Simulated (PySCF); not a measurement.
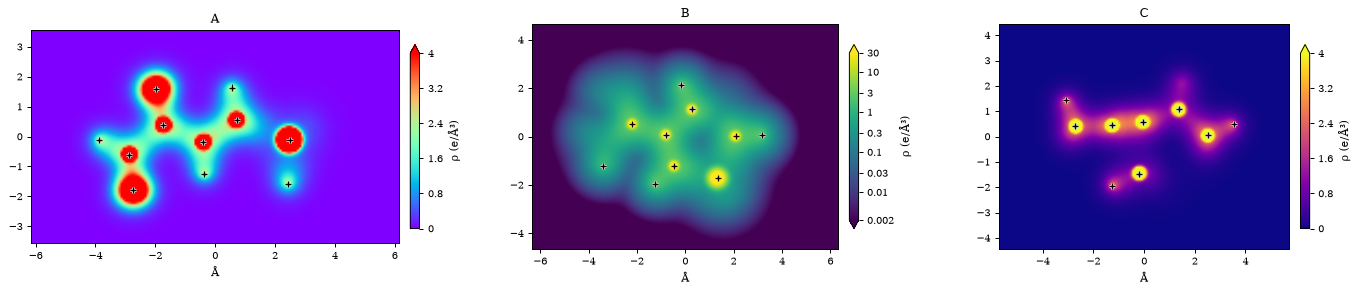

The electron density of 3 systems, each on a plane through atoms (crosses mark nuclei in the plane).

The calculation used PBE0/pcSseg-1, SCF density, gas phase, non-relativistic (PySCF 2.14.0).

System 1: C$_{6}$H$_{10}$O$_{2}$Si (SMILES C[SiH](C)/C=C/C(=O)C=O), the plane of atoms O7, C6 and C8. Geometry: GFN2-xTB.

```xyz
19

C    -2.5756    0.0405   -1.0882
Si   -1.3979   -0.0522    0.4033
C    -1.8262    1.3084    1.6626
C     0.3568    0.2746   -0.2247
C     1.3866   -0.5714   -0.1160
C     2.7183   -0.2501   -0.6249
O     3.0325    0.7804   -1.1863
C     3.7713   -1.3339   -0.4086
O     3.5689   -2.3859    0.1292
H    -3.6035   -0.1269   -0.7808
H    -2.5315    1.0137   -1.5696
H    -2.3300   -0.7077   -1.8360
H    -1.4442   -1.3823    1.0284
H    -1.1464    1.2951    2.5093
H    -2.8331    1.1769    2.0474
H    -1.7731    2.2965    1.2134
H     0.5666    1.2192   -0.7161
H     1.2878   -1.5380    0.3556
H     4.7631   -1.0476   -0.8055
```

System 2: C$_{9}$H$_{14}$Si, the plane of atoms Si6, C7 and H19. Geometry: GFN2-xTB.

```xyz
24

C     2.3173   -1.4544   -0.4873
C     1.8950   -0.2263   -0.1996
C     2.8560    0.9246   -0.1124
C     0.4791    0.0579    0.0844
C     0.0975    0.9234    1.0354
Si   -1.7254    1.1734    1.3962
C    -2.4164   -0.0158    0.0899
C    -1.6688    0.2711   -1.2204
C    -0.5618   -0.6742   -0.7195
C    -1.6245   -1.3289    0.1829
H     1.6539   -2.3016   -0.5140
H     3.3574   -1.6628   -0.6748
H     3.8113    0.6581   -0.5579
H     3.0309    1.1975    0.9280
H     2.4538    1.7971   -0.6241
H     0.8509    1.4335    1.6188
H    -2.1649    2.5506    1.1404
H    -2.0868    0.7479    2.7539
H    -3.5007   -0.1007    0.0286
H    -2.1792   -0.1344   -2.0941
H    -1.3743    1.3004   -1.4236
H    -0.0987   -1.3074   -1.4764
H    -1.2889   -1.6498    1.1688
H    -2.1245   -2.1597   -0.3157
```

System 3: C$_{4}$H$_{9}$B$_{3}$S (SMILES BSBCBC#CC), the plane of atoms C7, C8 and H16. Geometry: GFN2-xTB.

```yaml
atoms:
  - { symbol: B, position_ang: [-0.6003, 1.1865, 0.3113] }
  - { symbol: S, position_ang: [-1.6322, 0.1309, 1.4579] }
  - { symbol: B, position_ang: [-2.0889, -1.2741, 0.5030] }
  - { symbol: C, position_ang: [-1.5513, -1.4726, -0.9883] }
  - { symbol: B, position_ang: [0.0022, -1.4721, -0.9001] }
  - { symbol: C, position_ang: [0.6960, -0.2392, -0.3553] }
  - { symbol: C, position_ang: [1.4898, 0.5736, 0.1074] }
  - { symbol: C, position_ang: [2.5151, 1.4519, 0.6119] }
  - { symbol: H, position_ang: [-1.0640, 1.4110, -0.7453] }
  - { symbol: H, position_ang: [-0.1597, 2.1093, 0.8871] }
  - { symbol: H, position_ang: [-2.7620, -2.0793, 1.0199] }
  - { symbol: H, position_ang: [-1.9781, -2.3521, -1.4661] }
  - { symbol: H, position_ang: [-1.8839, -0.5881, -1.5386] }
  - { symbol: H, position_ang: [0.6714, -2.4031, -1.1443] }
  - { symbol: H, position_ang: [2.4531, 2.4248, 0.1250] }
  - { symbol: H, position_ang: [3.4951, 1.0137, 0.4188] }
  - { symbol: H, position_ang: [2.3909, 1.5908, 1.6857] }
```

Question: Which map belongs to which system?

Answer: Panel A is system 1, C$_{6}$H$_{10}$O$_{2}$Si: the plane holds Si, C, O and H. C–O (1.20 Å): ρ at the midpoint is about 3.4 e/Å³. Panel B is system 2, C$_{9}$H$_{14}$Si: the plane holds C, Si and H. C–C (1.34 Å): the density is about 2.2 e/Å³ at the midpoint. Panel C is system 3, C$_{4}$H$_{9}$B$_{3}$S: the plane holds B, C and H. C–C (1.23 Å): ρ is about 2.7 e/Å³ halfway.
